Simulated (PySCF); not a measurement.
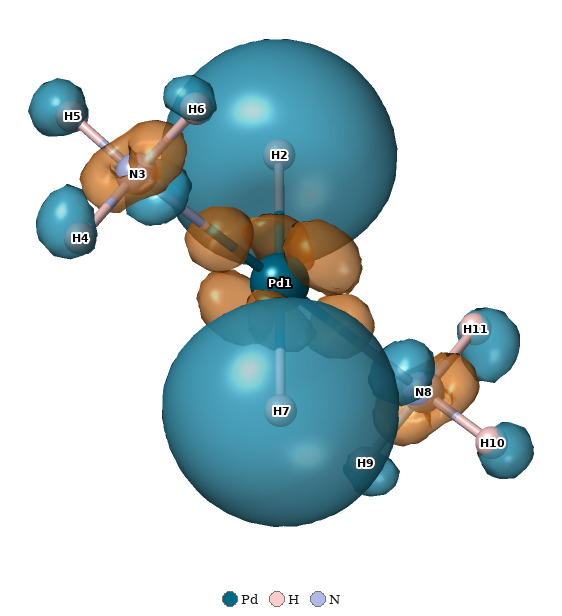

Figure. Trans-PdH2(NH3)2 (H$_{8}$N$_{2}$Pd). Fukui function f⁻ = ρ(N) − ρ(N−1) at fixed geometry, surfaces at ±0.02 e/Å³ (light blue positive, orange negative).

Computed with PySCF, B3LYP/def2-SVPD, geometry: GFN2-xTB. Core potentials replace the inner electrons of Pd; spin–orbit coupling isn't included. This is a single-reference result, which may miss multireference character in this system. No frequency check shows the geometry to be a minimum. GFN2-xTB bond lengths at metals and heavier atoms can be off by up to 0.1 Å and shapes distorted, which carries into these values.

Cartesian coordinates (Å):

```
Pd1      0.0000    0.0007    0.0007
H2       0.0089    1.6604    0.0007
N3       2.0623   -0.0027    0.0036
H4       2.4380   -0.8632    0.3953
H5       2.4283    0.8033    0.5062
H6       2.3163    0.0658   -0.9834
H7      -0.0103   -1.6606    0.0017
N8      -2.0621    0.0016   -0.0061
H9      -2.3238   -0.1468    0.9704
H10     -2.4127   -0.7688   -0.5720
H11     -2.4459    0.8847   -0.3349
```

Question: On which atoms does the density change most on removal of an electron?

Answer: f⁻ (Hirshfeld-condensed) is largest on H7 (0.31) and H2 (0.31); the vertical ionisation energy is 7.43 eV (the stability of the cation's solution wasn't checked). Condensed values hint at sites of electrophilic attack but needn't mark the atom that reacts. Shares this close don't rank the sites. Orbital relaxation makes it negative in places (0.12 e in all).

```tsv
atom	f⁻	charge
Pd1	+0.15	+0.19
H2	+0.31	−0.30
N3	+0.02	−0.17
H4	+0.03	+0.13
H5	+0.03	+0.13
H6	+0.03	+0.12
H7	+0.31	−0.31
N8	+0.02	−0.17
H9	+0.03	+0.12
H10	+0.03	+0.13
H11	+0.03	+0.13
```
